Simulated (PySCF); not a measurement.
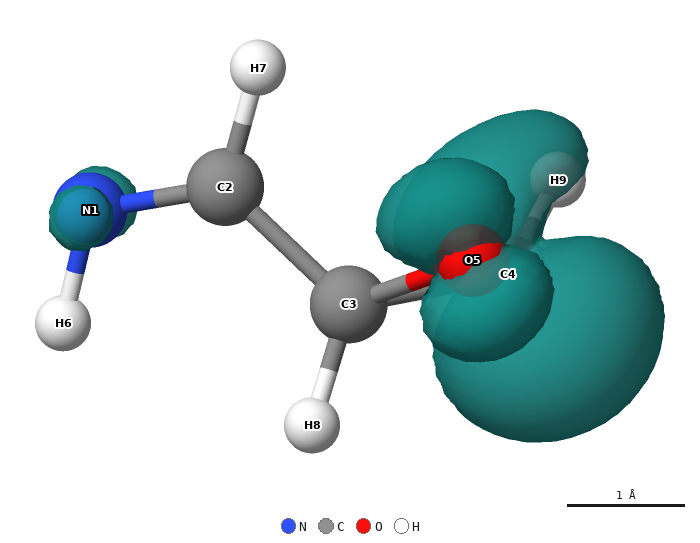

*C$_{3}$H$_{4}$NO (doublet). Isosurface of the spin density (α minus β) at +0.03 e/Å³ (teal), seen across its widest extent.*

Geometry: GFN2-xTB.

All numbers below come from PySCF 2.14.0, density-fitted response routines, UKS B3LYP, pcH-1 on C H N O, non-relativistic, mean-field spin-orbit, GIAO.

```yaml
atoms:
  - { symbol: N, position_ang: [-1.9460, -0.0533, -0.4623] }
  - { symbol: C, position_ang: [-0.8835, -0.2267, 0.1813] }
  - { symbol: C, position_ang: [0.5002, -0.1365, -0.3314] }
  - { symbol: C, position_ang: [1.5261, 0.5614, 0.4302] }
  - { symbol: O, position_ang: [1.5138, -0.7860, 0.4543] }
  - { symbol: H, position_ang: [-1.8279, 0.1588, -1.4524] }
  - { symbol: H, position_ang: [-0.9717, -0.4523, 1.2404] }
  - { symbol: H, position_ang: [0.6343, -0.2178, -1.4075] }
  - { symbol: H, position_ang: [1.4683, 1.1585, 1.3223] }
```

> Which atoms carry the spin?

The unpaired spin (1 electron) lies mostly on C4 (about 0.7) and O5 (about 0.2), in electrons by Hirshfeld's partition.
